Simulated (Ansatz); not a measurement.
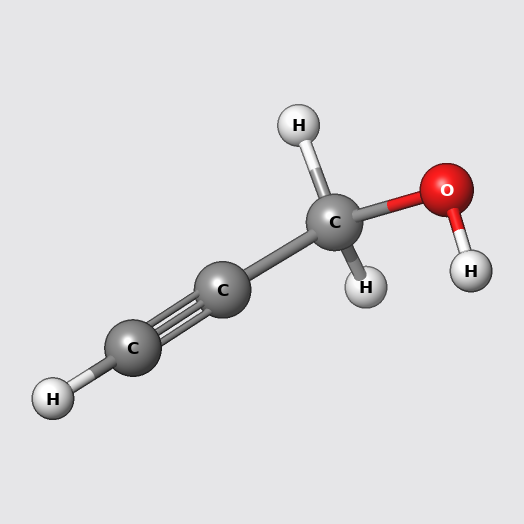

The picture shows a molecular structure as a ball-and-stick model. Double and triple bonds are drawn as two and three sticks.

The geometry was computed by an optimisation with PBE0-D4/def2-TZVP.

> What is the molecular formula?

C₃H₄O, 8 atoms: 3 carbon, 4 hydrogen and 1 oxygen.

> Name some functional groups or characteristic bonds that it holds.

Among them: alcohol, alkyne.

> Count the bonded pairs by element.

3 C–H, 2 C–C, 1 C–O, 1 O–H.

> What is its SMILES?

C#CCO

> Does it have rings?

It has no ring.

More results for the same structure follow; atom numbers are the same in all pictures, views and colours differ.

### Geometry

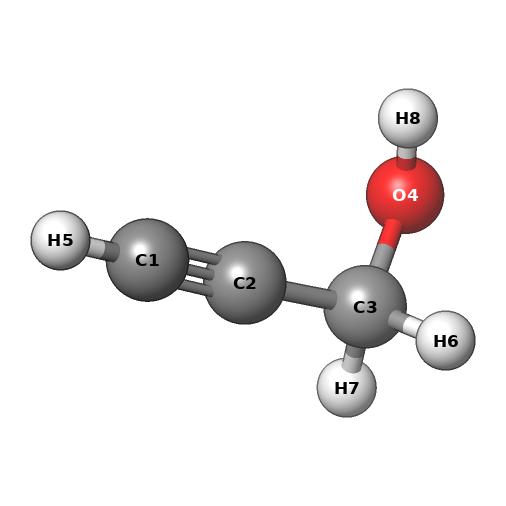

Atoms carry their numbers in the input.

Give these bond angles: C2–C1–H5, C1–C2–C3, C2–C3–O4, C2–C3–H6, C2–C3–H7, O4–C3–H6, O4–C3–H7, H6–C3–H7, C3–O4–H8.

| angle | degrees |
| --- | --- |
| C2–C1–H5 | 179.3 |
| C1–C2–C3 | 178.1 |
| C2–C3–O4 | 113.4 |
| C2–C3–H6 | 108.8 |
| C2–C3–H7 | 109.6 |
| O4–C3–H6 | 111.4 |
| O4–C3–H7 | 106.3 |
| H6–C3–H7 | 107.1 |
| C3–O4–H8 | 108.1 |

### Thermal motion

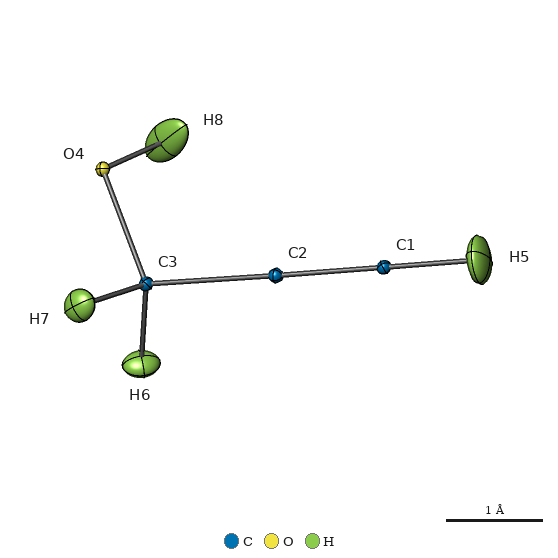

Displacement ellipsoids at the 50 % level, from the internal vibrations of the free molecule (harmonic, no overall translation or rotation; no half-axis is drawn under 0.075 Å). Vibrations computed with RKS PBE0-D4/def2-TZVP (Ansatz 0.2.0). Temperature: 100 K.

> Which atom moves most?

H8, with U_eq = 0.0257 Å².

> Does H8 move more along its bond or across it?

Across it: the root-mean-square amplitude is 0.068 Å along the bond and up to 0.241 Å across, since bending and torsion are softer than stretching.

Give the displacement parameters, one line for each set of equivalent atoms.

```json
{"atom": "C1", "U_eq (Å²)": "0.0014", "rms amplitudes (Å)": "0.027, 0.032, 0.049"}
{"atom": "C2", "U_eq (Å²)": "0.0021", "rms amplitudes (Å)": "0.029, 0.051, 0.052"}
{"atom": "C3", "U_eq (Å²)": "0.00100", "rms amplitudes (Å)": "0.024, 0.030, 0.039"}
{"atom": "O4", "U_eq (Å²)": "0.00092", "rms amplitudes (Å)": "0.016, 0.023, 0.044"}
{"atom": "H5", "U_eq (Å²)": "0.0195", "rms amplitudes (Å)": "0.075, 0.157, 0.168"}
{"atom": "H6", "U_eq (Å²)": "0.0114", "rms amplitudes (Å)": "0.076, 0.110, 0.128"}
{"atom": "H7", "U_eq (Å²)": "0.0114", "rms amplitudes (Å)": "0.076, 0.109, 0.129"}
{"atom": "H8", "U_eq (Å²)": "0.0257", "rms amplitudes (Å)": "0.067, 0.121, 0.241"}
```

### Vibrations

Harmonic vibrations computed with RKS PBE0-D4/def2-TZVP (Ansatz 0.2.0) at a stationary point of the same level.

> List the wavenumbers.

18 modes: 203, 280, 349, 573, 668, 716, 927, 994, 1095, 1220, 1352, 1415, 1485, 2237, 3013, 3095, 3481, 3860 cm⁻¹.

### Electronic properties

Level of theory: RKS ωB97X-V/def2-TZVPP (Ansatz 0.2.0).

Computed properties:

- HOMO energy (Kohn–Sham orbital): −10.31 eV
- LUMO energy (Kohn–Sham orbital): 2.48 eV
- HOMO–LUMO gap: 12.79 eV
- vertical ionisation energy: 10.45 eV

### Dipole moment

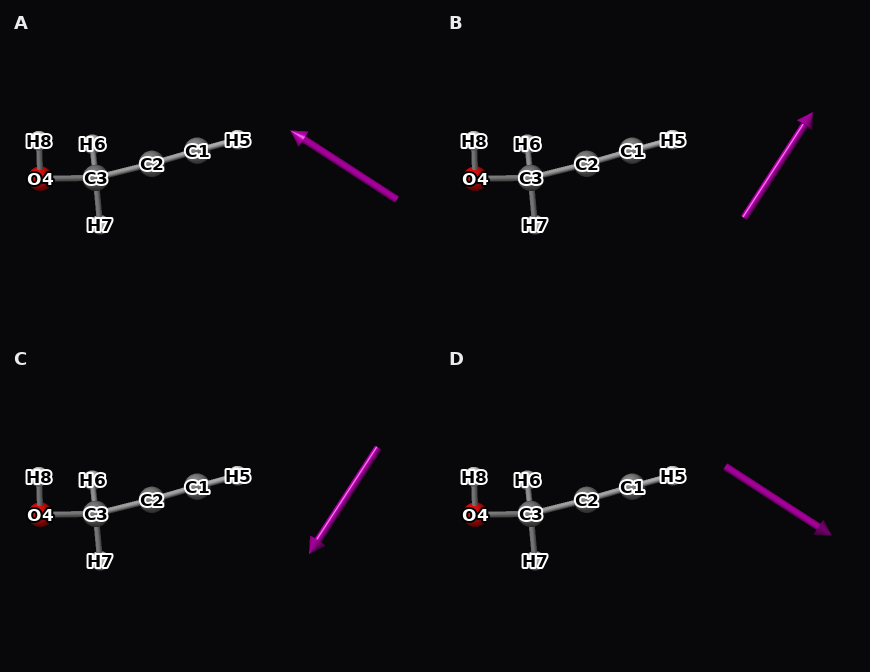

The same molecule four times, each with an arrow. Method: RKS PBE0-D4/def2-TZVP (Ansatz 0.2.0).

> Which arrow points along the dipole moment, from the negative to the positive end?

B. The dipole moment is 1.37 D; it points from the side of O4, H7 to the side of H5 (the outermost atoms at the two ends).
